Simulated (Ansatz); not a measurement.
# C2H5AlFN: a ladder of functionals and wavefunction methods

Aim: compute C2H5AlFN with functionals from several rungs and with coupled cluster, and see how far each lands from CCSD(T) at the basis-set limit for the atomisation energy.

The runs use Ansatz 0.2.0, Gaussian basis; functionals in def2-TZVPP, the program's frozen cores in correlated methods.

Plan: LDA (SPW92), PBE-D4, revPBE-D4, BLYP-D4, r2SCAN-D4, B97M-V, PBE0-D4, B3LYP-D4, r2SCANh-D4, r2SCAN0-D4, HSE06-D4, BHLYP-D4, CAM-B3LYP-D4, LC-ωPBE, ωB97X-V, ωB97M-V, B2PLYP, PBE-QIDH; CCSD(T)/def2-SVP; CCSD(T)/def2-TZVPP; MP2/def2-QZVPP; extrapolation to the limit; RPA on PBE.

## 1. The relaxed structure

The geometry comes from an earlier relaxation with PBE0-D4 in a triple-zeta def2 set; it is a stationary point, not always the lowest conformer.

SMILES `N/C=[CH]/[AlH][F]`, 10 atoms, charge 0, spin multiplicity 1.

Atoms are counted from 1 here; the program's logs count them from 0.

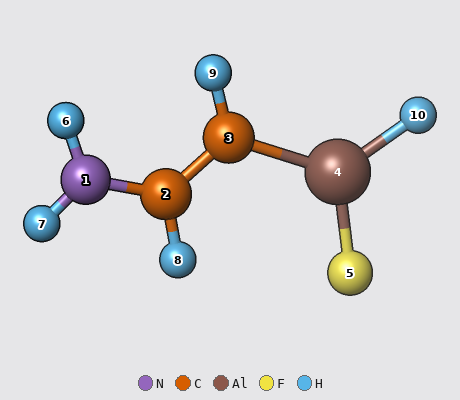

The geometry (nitrogen purple, carbon orange, aluminium brown, fluorine yellow, hydrogen blue); atoms are numbered from 1 in the order of the file.

## 2. LDA

This LDA is Slater exchange with PW92 correlation.

File in.yaml:

```yaml
crystal:
  periodic: [false, false, false]
  atoms:
    - {symbol: N, position_ang: [-0.400741, 1.059932, 1.675450]}
    - {symbol: C, position_ang: [-0.409210, 0.287801, 0.560141]}
    - {symbol: C, position_ang: [0.652069, -0.041856, -0.211099]}
    - {symbol: Al, position_ang: [0.427141, -1.181604, -1.706101]}
    - {symbol: F, position_ang: [-1.116036, -1.722838, -1.998587]}
    - {symbol: H, position_ang: [0.431363, 1.565522, 1.923385]}
    - {symbol: H, position_ang: [-1.263002, 1.378693, 2.075343]}
    - {symbol: H, position_ang: [-1.398136, -0.101308, 0.322889]}
    - {symbol: H, position_ang: [1.618475, 0.376333, 0.074712]}
    - {symbol: H, position_ang: [1.541276, -1.671773, -2.713032]}
basis:
  gaussian: {orbitals: def2-TZVPP}
hamiltonian: {xc: lda}
output: {orbitals: {seedname: orbitals}}
```

Command:

```sh
$ ansatz run in.yaml --threads 4 --pin off --events-out ev --progress --plain --max-ram 10444MiB
```

Standard output:

```text
Functional definition: SPW92
  name "SPW92"
  cite "Dirac, Proc. Camb. Phil. Soc. 26, 376 (1930) doi:10.1017/S0305004100016108"
  cite "Slater, Phys. Rev. 81, 385 (1951) doi:10.1103/PhysRev.81.385"
  cite "Perdew & Wang, Phys. Rev. B 45, 13244 (1992) doi:10.1103/PhysRevB.45.13244"
  exchange = slater_x
  correlation = pw_c
1235 factors; their error is unknown
mean field evaluation 1: about -12869.2604 eV, gradient 8.9e1 eV
mean field evaluation 2: about -12807.3309 eV, gradient 1.7e2 eV
mean field evaluation 4: about -12883.7365 eV, gradient 2.8e1 eV
mean field evaluation 8: about -12885.7610 eV, gradient 2.2e-1 eV
mean field evaluation 16: about -12885.7471 eV, gradient 5.3e-4 eV
mean field -12885.74713072 eV, -473.5424727808 hartree, gradient 3.5e-5 eV, S^2 0.000000; 0 other end points of the search recorded, 0 dependent functions left out
reference -12885.74717318 eV, -473.5424743413 hartree; 23, 23 occupied and 213, 213 virtual orbitals, 1235 factors
Total energy: -12885.74717318 eV, -473.5424743413 hartree
```

Wall time 1.1 s (4 threads of Arm Neoverse V2, shared host); peak memory 0.27 GiB.

Atomisation energy: 4405.2 kJ/mol (free atoms -12840.091 eV, run apart). HOMO -5.51 eV, LUMO -1.70 eV.

## 3. PBE-D4 (GGA)

in.yaml, as its differences from that of step 2:

```diff
@@ -15,3 +15,3 @@
   gaussian: {orbitals: def2-TZVPP}
-hamiltonian: {xc: lda}
-output: {orbitals: {seedname: orbitals}}
+hamiltonian: {xc: pbe, dispersion: d4}
+output: {forces: true, orbitals: {seedname: orbitals}}
```

The command is unchanged.

Standard output, shortened:

```text
Functional definition: PBE
  name "PBE"
  cite "Perdew, Burke & Ernzerhof, Phys. Rev. Lett. 77, 3865 (1996) doi:10.1103/PhysRevLett.77.3865"
  parent pbe
[...]
1235 factors; their error is unknown
[...]
mean field -12952.91102466 eV, -476.0107003578 hartree, gradient 3.3e-5 eV, S^2 0.000000; 0 other end points of the search recorded, 0 dependent functions left out
[...]
reference -12952.91107022 eV, -476.0107020322 hartree; 23, 23 occupied and 213, 213 virtual orbitals, 1235 factors
Total energy: -12953.08745417 eV, -476.0171840227 hartree
Atom 0 at    -0.400741     1.059932     1.675450 Å, force    -0.013865    -0.041081     0.123193 eV/Å
Atom 1 at    -0.409210     0.287801     0.560141 Å, force    -0.231508    -0.044416    -0.004951 eV/Å
Atom 2 at     0.652069    -0.041856    -0.211099 Å, force     0.263703    -0.124561    -0.242772 eV/Å
Atom 3 at     0.427141    -1.181604    -1.706101 Å, force     0.363550     0.080845     0.007323 eV/Å
Atom 4 at    -1.116036    -1.722838    -1.998587 Å, force    -0.455148    -0.163171    -0.091070 eV/Å
Atom 5 at     0.431363     1.565522     1.923385 Å, force     0.299589     0.194376     0.109818 eV/Å
Atom 6 at    -1.263002     1.378693     2.075343 Å, force    -0.304322     0.129097     0.170391 eV/Å
Atom 7 at    -1.398136    -0.101308     0.322889 Å, force    -0.221037    -0.075259    -0.038386 eV/Å
Atom 8 at     1.618475     0.376333     0.074712 Å, force     0.213020     0.081122     0.044035 eV/Å
Atom 9 at     1.541276    -1.671773    -2.713032 Å, force     0.086018    -0.036952    -0.077582 eV/Å
Dipole moment:     0.019346     0.575294     0.649376 e Å
```

Run time: 2.1 s. Hardware: 4 threads of Arm Neoverse V2, shared host; peak memory 0.27 GiB.

Atomisation energy: 3933.7 kJ/mol (free atoms -12912.318 eV, run apart). HOMO -5.32 eV, LUMO -1.46 eV.

## 4. revPBE-D4 (GGA)

in.yaml, as its differences from that of step 3:

```diff
@@ -15,3 +15,3 @@
   gaussian: {orbitals: def2-TZVPP}
-hamiltonian: {xc: pbe, dispersion: d4}
-output: {forces: true, orbitals: {seedname: orbitals}}
+hamiltonian: {xc: {name: revPBE}, dispersion: d4}
+output: {orbitals: {seedname: orbitals}}
```

Same command.

Standard output:

```text
Functional definition: revPBE
  name "revPBE"
  cite "Zhang & Yang, Phys. Rev. Lett. 80, 890 (1998) doi:10.1103/PhysRevLett.80.890"
  cite "Perdew, Burke & Ernzerhof, Phys. Rev. Lett. 77, 3865 (1996) doi:10.1103/PhysRevLett.77.3865"
  parameter kappa = 1.245
  parameter beta = 0.06672455060314922
  exchange = pbe_x(kappa = kappa, mu = beta*pi^2/3)
  correlation = pbe_c(beta = beta)
1235 factors; their error is unknown
mean field evaluation 1: about -12945.1300 eV, gradient 8.6e1 eV
mean field evaluation 2: about -12890.3923 eV, gradient 1.6e2 eV
mean field evaluation 4: about -12958.7560 eV, gradient 2.6e1 eV
mean field evaluation 8: about -12960.4402 eV, gradient 1.5e-1 eV
mean field evaluation 16: about -12960.4259 eV, gradient 2.4e-4 eV
mean field -12960.42590650 eV, -476.2868671718 hartree, gradient 1.8e-5 eV, S^2 0.000000; 0 other end points of the search recorded, 0 dependent functions left out
reference -12960.42596339 eV, -476.2868692625 hartree; 23, 23 occupied and 213, 213 virtual orbitals, 1235 factors
Total energy: -12960.98449199 eV, -476.3073948097 hartree
```

Run time: 1.7 s. Hardware: 4 threads of Arm Neoverse V2, shared host; peak memory 0.27 GiB.

Atomisation energy: 3830.2 kJ/mol (free atoms -12921.287 eV, run apart). HOMO -5.25 eV, LUMO -1.35 eV.

## 5. BLYP-D4 (GGA)

in.yaml, as its differences from that of step 4:

```diff
@@ -15,3 +15,3 @@
   gaussian: {orbitals: def2-TZVPP}
-hamiltonian: {xc: {name: revPBE}, dispersion: d4}
+hamiltonian: {xc: {name: BLYP}, dispersion: d4}
 output: {orbitals: {seedname: orbitals}}
```

Launched as before.

Standard output:

```text
Functional definition: BLYP
  name "BLYP"
  cite "Becke, Phys. Rev. A 38, 3098 (1988) doi:10.1103/PhysRevA.38.3098"
  cite "Lee, Yang & Parr, Phys. Rev. B 37, 785 (1988) doi:10.1103/PhysRevB.37.785"
  parameter beta = 0.0042
  parameter a = 0.04918
  parameter b = 0.132
  parameter c = 0.2533
  parameter d = 0.349
  exchange = b88_x(beta = beta)
  correlation = lyp_c(a = a, b = b, c = c, d = d)
1235 factors; their error is unknown
mean field evaluation 1: about -12944.7823 eV, gradient 9.2e1 eV
mean field evaluation 2: about -12877.4425 eV, gradient 1.8e2 eV
mean field evaluation 4: about -12960.3000 eV, gradient 2.9e1 eV
mean field evaluation 8: about -12962.4736 eV, gradient 1.5e-1 eV
mean field evaluation 16: about -12962.4587 eV, gradient 2.4e-4 eV
mean field -12962.45868388 eV, -476.3615703625 hartree, gradient 2.4e-5 eV, S^2 0.000000; 0 other end points of the search recorded, 0 dependent functions left out
reference -12962.45905563 eV, -476.3615840241 hartree; 23, 23 occupied and 213, 213 virtual orbitals, 1235 factors
Total energy: -12962.84970444 eV, -476.3759401031 hartree
```

It took 1.7 s on 4 threads of Arm Neoverse V2, shared host; peak memory 0.27 GiB.

With the free atoms at this level, -12922.846 eV in sum, the atomisation energy is 3859.8 kJ/mol. HOMO -5.16 eV, LUMO -1.34 eV.

## 6. r2SCAN-D4 (meta-GGA)

in.yaml, as its differences from that of step 5:

```diff
@@ -15,3 +15,3 @@
   gaussian: {orbitals: def2-TZVPP}
-hamiltonian: {xc: {name: BLYP}, dispersion: d4}
-output: {orbitals: {seedname: orbitals}}
+hamiltonian: {xc: r2scan, dispersion: d4}
+output: {forces: true, orbitals: {seedname: orbitals}}
```

The command is unchanged.

Standard output, shortened:

```text
Functional definition: r2SCAN
  name "r2SCAN"
  cite "Furness, Kaplan, Ning, Perdew & Sun, J. Phys. Chem. Lett. 11, 8208 (2020) doi:10.1021/acs.jpclett.0c02405"
  cite "Furness, Kaplan, Ning, Perdew & Sun, J. Phys. Chem. Lett. 11, 9248 (2020) doi:10.1021/acs.jpclett.0c03077"
  parent r2scan
[...]
1235 factors; their error is unknown
[...]
mean field -12959.98236262 eV, -476.2705672348 hartree, gradient 4.6e-5 eV, S^2 0.000000; 0 other end points of the search recorded, 0 dependent functions left out
[...]
reference -12959.98237614 eV, -476.2705677314 hartree; 23, 23 occupied and 213, 213 virtual orbitals, 1235 factors
Total energy: -12960.02604763 eV, -476.2721726294 hartree
Atom 0 at    -0.400741     1.059932     1.675450 Å, force    -0.017905     0.071167     0.133836 eV/Å
Atom 1 at    -0.409210     0.287801     0.560141 Å, force    -0.157206    -0.059036    -0.049304 eV/Å
Atom 2 at     0.652069    -0.041856    -0.211099 Å, force     0.178879    -0.087714    -0.167174 eV/Å
Atom 3 at     0.427141    -1.181604    -1.706101 Å, force     0.051331    -0.005063    -0.021830 eV/Å
Atom 4 at    -1.116036    -1.722838    -1.998587 Å, force    -0.029046    -0.003254     0.004304 eV/Å
Atom 5 at     0.431363     1.565522     1.923385 Å, force     0.026406     0.020749     0.008409 eV/Å
Atom 6 at    -1.263002     1.378693     2.075343 Å, force    -0.018065     0.018579     0.022381 eV/Å
Atom 7 at    -1.398136    -0.101308     0.322889 Å, force    -0.013898     0.010909     0.019438 eV/Å
Atom 8 at     1.618475     0.376333     0.074712 Å, force    -0.002971     0.021641     0.028908 eV/Å
Atom 9 at     1.541276    -1.671773    -2.713032 Å, force    -0.017524     0.012023     0.021032 eV/Å
Dipole moment:     0.016807     0.575330     0.646890 e Å
```

Wall time 3.7 s (4 threads of Arm Neoverse V2, shared host); peak memory 0.3 GiB.

With the free atoms at this level, -12920.095 eV in sum, the atomisation energy is 3852.8 kJ/mol. HOMO -5.51 eV, LUMO -1.20 eV.

## 7. B97M-V (meta-GGA)

in.yaml, as its differences from that of step 6:

```diff
@@ -15,3 +15,3 @@
   gaussian: {orbitals: def2-TZVPP}
-hamiltonian: {xc: r2scan, dispersion: d4}
-output: {forces: true, orbitals: {seedname: orbitals}}
+hamiltonian: {xc: {name: B97M-V}}
+output: {orbitals: {seedname: orbitals}}
```

Launched as before.

Standard output, shortened:

```text
Functional definition: B97M-V
  name "B97M-V"
  cite "Mardirossian & Head-Gordon, J. Chem. Phys. 142, 074111 (2015) doi:10.1063/1.4907719"
  cite "Becke, J. Chem. Phys. 107, 8554 (1997) doi:10.1063/1.475007"
  cite "Vydrov & Van Voorhis, J. Chem. Phys. 133, 244103 (2010) doi:10.1063/1.3521275"
  # Of w^i u^j: cxij and so on, Table III.
[...]
  gx(w, u) = cx00 + cx01*u + cx02*u^2 + (cx10 + cx11*u)*w
  gss(w, u) = css00 + css02*u^2 + css10*w + (css32*w^3 + css42*w^4)*u^2
  gos(w, u) = cos00 + cos01*u + cos03*u^3 + cos10*w + cos32*w^3*u^2
[...]
      + integral(e_c_pw_mod_opposite_spin*gos(b97_w_opposite, b97_u_opposite)) + vv10(b, c)
1235 factors; their error is unknown
[...]
mean field -12961.28031520 eV, -476.3182661123 hartree, gradient 2.8e-5 eV, S^2 0.000000; 0 other end points of the search recorded, 0 dependent functions left out
reference -12961.28038103 eV, -476.3182685315 hartree; 23, 23 occupied and 213, 213 virtual orbitals, 1235 factors
Total energy: -12961.28038103 eV, -476.3182685315 hartree
```

Wall time 6.5 s (4 threads of Arm Neoverse V2, shared host); peak memory 0.35 GiB.

Atomisation energy: 3863.3 kJ/mol (free atoms -12921.240 eV, run apart). HOMO -5.54 eV, LUMO -1.29 eV.

## 8. PBE0-D4 (hybrid)

in.yaml, as its differences from that of step 7:

```diff
@@ -15,3 +15,3 @@
   gaussian: {orbitals: def2-TZVPP}
-hamiltonian: {xc: {name: B97M-V}}
+hamiltonian: {xc: pbe0, dispersion: d4}
 output: {orbitals: {seedname: orbitals}}
```

Launched as before.

Standard output:

```text
Functional definition: PBE0
  name "PBE0"
  cite "Adamo & Barone, J. Chem. Phys. 110, 6158 (1999) doi:10.1063/1.478522"
  cite "Perdew, Burke & Ernzerhof, Phys. Rev. Lett. 77, 3865 (1996) doi:10.1103/PhysRevLett.77.3865"
  parent pbe
  parameter a = 0.25
  parameter kappa = 0.804
  parameter beta = 0.06672455060314922
  exchange = (1 - a)*pbe_x(kappa = kappa, mu = beta*pi^2/3) + a*exact_x
  correlation = pbe_c(beta = beta)
1266 factors; their error is unknown
mean field evaluation 1: about -12943.4824 eV, gradient 7.2e1 eV
mean field evaluation 2: about -12931.0683 eV, gradient 1.0e2 eV
mean field evaluation 4: about -12953.6506 eV, gradient 7.8e0 eV
mean field evaluation 8: about -12953.7971 eV, gradient 1.9e-1 eV
mean field evaluation 16: about -12953.8238 eV, gradient 1.6e-4 eV
mean field -12953.82380499 eV, -476.0442444163 hartree, gradient 3.9e-5 eV, S^2 0.000000; 0 other end points of the search recorded, 0 dependent functions left out
reference -12953.82383855 eV, -476.0442456494 hartree; 23, 23 occupied and 213, 213 virtual orbitals, 1266 factors
Total energy: -12953.97244321 eV, -476.0497067701 hartree
```

Run time: 2.3 s. Hardware: 4 threads of Arm Neoverse V2, shared host; peak memory 0.5 GiB.

With the free atoms at this level, -12914.113 eV in sum, the atomisation energy is 3845.8 kJ/mol. HOMO -6.38 eV, LUMO -0.67 eV.

## 9. B3LYP-D4 (hybrid)

B3LYP here takes the VWN-RPA correlation.

in.yaml, as its differences from that of step 8:

```diff
@@ -15,3 +15,3 @@
   gaussian: {orbitals: def2-TZVPP}
-hamiltonian: {xc: pbe0, dispersion: d4}
-output: {orbitals: {seedname: orbitals}}
+hamiltonian: {xc: {name: B3LYP}, dispersion: d4}
+output: {forces: true, orbitals: {seedname: orbitals}}
```

Launched as before.

Standard output, shortened:

```text
Functional definition: B3LYP
  name "B3LYP"
  cite "Stephens, Devlin, Chabalowski & Frisch, J. Phys. Chem. 98, 11623 (1994) doi:10.1021/j100096a001"
  cite "Becke, Phys. Rev. A 38, 3098 (1988) doi:10.1103/PhysRevA.38.3098"
  cite "Lee, Yang & Parr, Phys. Rev. B 37, 785 (1988) doi:10.1103/PhysRevB.37.785"
  cite "Vosko, Wilk & Nusair, Can. J. Phys. 58, 1200 (1980) doi:10.1139/p80-159"
[...]
1259 factors; their error is unknown
[...]
mean field -12964.79223924 eV, -476.4473269404 hartree, gradient 4.3e-5 eV, S^2 0.000000; 0 other end points of the search recorded, 0 dependent functions left out
[...]
reference -12964.79251477 eV, -476.4473370658 hartree; 23, 23 occupied and 213, 213 virtual orbitals, 1259 factors
Total energy: -12965.07650204 eV, -476.4577734054 hartree
Atom 0 at    -0.400741     1.059932     1.675450 Å, force    -0.006251     0.132481     0.199244 eV/Å
Atom 1 at    -0.409210     0.287801     0.560141 Å, force    -0.133214    -0.158988    -0.175465 eV/Å
Atom 2 at     0.652069    -0.041856    -0.211099 Å, force     0.101071    -0.007263    -0.041681 eV/Å
Atom 3 at     0.427141    -1.181604    -1.706101 Å, force     0.212474    -0.008925    -0.076657 eV/Å
Atom 4 at    -1.116036    -1.722838    -1.998587 Å, force    -0.123821    -0.045432    -0.025580 eV/Å
Atom 5 at     0.431363     1.565522     1.923385 Å, force    -0.001820     0.021288     0.023584 eV/Å
Atom 6 at    -1.263002     1.378693     2.075343 Å, force     0.001849     0.020292     0.021397 eV/Å
Atom 7 at    -1.398136    -0.101308     0.322889 Å, force     0.071603     0.036669     0.025370 eV/Å
Atom 8 at     1.618475     0.376333     0.074712 Å, force    -0.053396    -0.022155    -0.015086 eV/Å
Atom 9 at     1.541276    -1.671773    -2.713032 Å, force    -0.068495     0.032035     0.064874 eV/Å
Dipole moment:     0.033018     0.562959     0.623527 e Å
```

Wall time 3.5 s (4 threads of Arm Neoverse V2, shared host); peak memory 0.58 GiB.

With the free atoms at this level, -12925.176 eV in sum, the atomisation energy is 3849.8 kJ/mol. HOMO -6.17 eV, LUMO -0.89 eV.

## 10. r2SCANh-D4 (hybrid)

in.yaml, as its differences from that of step 9:

```diff
@@ -15,3 +15,3 @@
   gaussian: {orbitals: def2-TZVPP}
-hamiltonian: {xc: {name: B3LYP}, dispersion: d4}
-output: {forces: true, orbitals: {seedname: orbitals}}
+hamiltonian: {xc: {name: r2SCANh}, dispersion: d4}
+output: {orbitals: {seedname: orbitals}}
```

Launched as before.

Standard output, shortened:

```text
Functional definition: r2SCANh
  name "r2SCANh"
  cite "Bursch, Neugebauer, Ehlert & Grimme, J. Chem. Phys. 156, 134105 (2022) doi:10.1063/5.0086040"
  cite "Furness, Kaplan, Ning, Perdew & Sun, J. Phys. Chem. Lett. 11, 8208 (2020) doi:10.1021/acs.jpclett.0c02405"
  cite "Furness, Kaplan, Ning, Perdew & Sun, J. Phys. Chem. Lett. 11, 9248 (2020) doi:10.1021/acs.jpclett.0c03077"
  parent r2scan
[...]
1235 factors; their error is unknown
[...]
mean field -12959.58768026 eV, -476.2560629256 hartree, gradient 6.2e-6 eV, S^2 0.000000; 0 other end points of the search recorded, 0 dependent functions left out
reference -12959.58769263 eV, -476.2560633801 hartree; 23, 23 occupied and 213, 213 virtual orbitals, 1235 factors
Total energy: -12959.63402305 eV, -476.2577659915 hartree
```

Wall time 4.1 s (4 threads of Arm Neoverse V2, shared host); peak memory 0.52 GiB.

With the free atoms at this level, -12920.017 eV in sum, the atomisation energy is 3822.5 kJ/mol. HOMO -5.91 eV, LUMO -0.92 eV.

## 11. r2SCAN0-D4 (hybrid)

in.yaml, as its differences from that of step 10:

```diff
@@ -15,3 +15,3 @@
   gaussian: {orbitals: def2-TZVPP}
-hamiltonian: {xc: {name: r2SCANh}, dispersion: d4}
+hamiltonian: {xc: {name: r2SCAN0}, dispersion: d4}
 output: {orbitals: {seedname: orbitals}}
```

Launched as before.

Standard output, shortened:

```text
Functional definition: r2SCAN0
  name "r2SCAN0"
  cite "Bursch, Neugebauer, Ehlert & Grimme, J. Chem. Phys. 156, 134105 (2022) doi:10.1063/5.0086040"
  cite "Furness, Kaplan, Ning, Perdew & Sun, J. Phys. Chem. Lett. 11, 8208 (2020) doi:10.1021/acs.jpclett.0c02405"
  cite "Furness, Kaplan, Ning, Perdew & Sun, J. Phys. Chem. Lett. 11, 9248 (2020) doi:10.1021/acs.jpclett.0c03077"
  parent r2scan
[...]
1266 factors; their error is unknown
[...]
mean field -12959.02720359 eV, -476.2354657878 hartree, gradient 4.0e-5 eV, S^2 0.000000; 0 other end points of the search recorded, 0 dependent functions left out
reference -12959.02721427 eV, -476.2354661802 hartree; 23, 23 occupied and 213, 213 virtual orbitals, 1266 factors
Total energy: -12959.07835013 eV, -476.2373453884 hartree
```

It took 4 s on 4 threads of Arm Neoverse V2, shared host; peak memory 0.53 GiB.

With the free atoms at this level, -12919.911 eV in sum, the atomisation energy is 3779.1 kJ/mol. HOMO -6.52 eV, LUMO -0.51 eV.

## 12. HSE06-D4 (hybrid)

HSE06 is the plane-wave form, built on full-range PBE exchange.

in.yaml, as its differences from that of step 11:

```diff
@@ -15,3 +15,3 @@
   gaussian: {orbitals: def2-TZVPP}
-hamiltonian: {xc: {name: r2SCAN0}, dispersion: d4}
+hamiltonian: {xc: hse06, dispersion: d4}
 output: {orbitals: {seedname: orbitals}}
```

Launched as before.

Standard output, shortened:

```text
Functional definition: HSE06
  name "HSE06"
  cite "Heyd, Scuseria & Ernzerhof, J. Chem. Phys. 118, 8207 (2003) doi:10.1063/1.1564060"
  cite "Krukau, Vydrov, Izmaylov & Scuseria, J. Chem. Phys. 125, 224106 (2006) doi:10.1063/1.2404663"
  cite "Heyd & Scuseria, J. Chem. Phys. 120, 7274 (2004) doi:10.1063/1.1668634"
  cite "Ernzerhof & Perdew, J. Chem. Phys. 109, 3313 (1998) doi:10.1063/1.476928"
  cite "Perdew, Burke & Ernzerhof, Phys. Rev. Lett. 77, 3865 (1996) doi:10.1103/PhysRevLett.77.3865"
  parent pbe
[...]
  # The whole range is PBE's own exchange, as in plane waves. The composition of these papers is wPBEh.
[...]
1266 factors; their error is unknown
115 factors; integrals over basis functions are off by at most 5.2e-7 eV
[...]
mean field -12953.34622413 eV, -476.0266936432 hartree, gradient 2.7e-5 eV, S^2 0.000000; 0 other end points of the search recorded, 0 dependent functions left out
reference -12953.34626885 eV, -476.0266952867 hartree; 23, 23 occupied and 213, 213 virtual orbitals, 1266 factors
Total energy: -12953.48448470 eV, -476.0317746256 hartree
```

Run time: 2.5 s. Hardware: 4 threads of Arm Neoverse V2, shared host; peak memory 0.53 GiB.

Atomisation energy: 3848.7 kJ/mol (free atoms -12913.595 eV, run apart). HOMO -5.99 eV, LUMO -1.04 eV.

## 13. BHLYP-D4 (hybrid)

in.yaml, as its differences from that of step 12:

```diff
@@ -15,3 +15,3 @@
   gaussian: {orbitals: def2-TZVPP}
-hamiltonian: {xc: hse06, dispersion: d4}
+hamiltonian: {xc: {name: BHLYP}, dispersion: d4}
 output: {orbitals: {seedname: orbitals}}
```

Launched as before.

Standard output:

```text
Functional definition: BHLYP
  name "BHLYP"
  cite "Becke, J. Chem. Phys. 98, 1372 (1993) doi:10.1063/1.464304"
  cite "Becke, Phys. Rev. A 38, 3098 (1988) doi:10.1103/PhysRevA.38.3098"
  cite "Lee, Yang & Parr, Phys. Rev. B 37, 785 (1988) doi:10.1103/PhysRevB.37.785"
  parameter a = 0.5
  exchange = (1 - a)*b88_x + a*exact_x
  correlation = lyp_c
1386 factors; their error is unknown
mean field evaluation 1: about -12952.9326 eV, gradient 6.3e1 eV
mean field evaluation 2: about -12952.2268 eV, gradient 6.7e1 eV
mean field evaluation 4: about -12960.7478 eV, gradient 3.1e0 eV
mean field evaluation 8: about -12960.7685 eV, gradient 6.8e-2 eV
mean field evaluation 16: about -12960.8388 eV, gradient 1.0e-4 eV
mean field -12960.83875654 eV, -476.3020391307 hartree, gradient 1.8e-5 eV, S^2 0.000000; 0 other end points of the search recorded, 0 dependent functions left out
reference -12960.83894117 eV, -476.3020459160 hartree; 23, 23 occupied and 213, 213 virtual orbitals, 1386 factors
Total energy: -12961.05200492 eV, -476.3098758641 hartree
```

It took 2.3 s on 4 threads of Arm Neoverse V2, shared host; peak memory 0.52 GiB.

Atomisation energy: 3720.3 kJ/mol (free atoms -12922.494 eV, run apart). HOMO -7.31 eV, LUMO 0.13 eV.

[end of part 1 of 2]
